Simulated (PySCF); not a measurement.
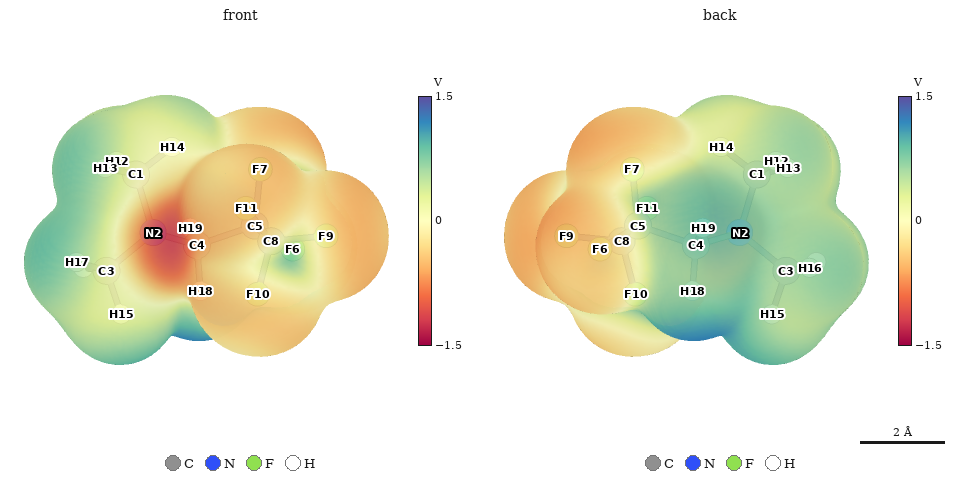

*C₅H₈F₅N (SMILES CN(C)CC(F)(F)C(F)(F)F). The electrostatic potential painted on the density surface at 0.002 e/bohr³, seen from the front and from behind; the colour scale runs from red (negative) to blue (positive).*

Geometry: PBE0-D3(BJ)/def2-SVP.

These are results of PBE0/pcSseg-1, SCF density, gas phase, non-relativistic (PySCF 2.14.0), not measurements.

```xyz
19

C    -1.3858   -1.0295    0.5975
N    -0.7297   -0.1682   -0.3579
C    -1.6071    0.2626   -1.4175
C     0.0079    0.9128    0.2283
C     1.3249    0.5041    0.8596
F     2.0254    1.6233    1.1353
F     1.1454   -0.1533    2.0272
C     2.2154   -0.3916   -0.0271
F     3.4576   -0.4026    0.4432
F     2.2457    0.0796   -1.2708
F     1.7698   -1.6380   -0.0488
H    -2.1793   -0.5060    1.1762
H    -1.8524   -1.8736    0.0688
H    -0.6618   -1.4427    1.3105
H    -1.0375    0.8101   -2.1834
H    -2.4358    0.9185   -1.0683
H    -2.0592   -0.6154   -1.9024
H     0.2741    1.6332   -0.5581
H    -0.5457    1.4765    1.0136
```

> Which sites attract a positive test charge, and which a negative one?

A positive charge is drawn to the negative regions and a negative charge to the positive ones. The most negative region (about −1.1 V) lies over N2 and F11, the most positive (about +1.2 V) over H18.
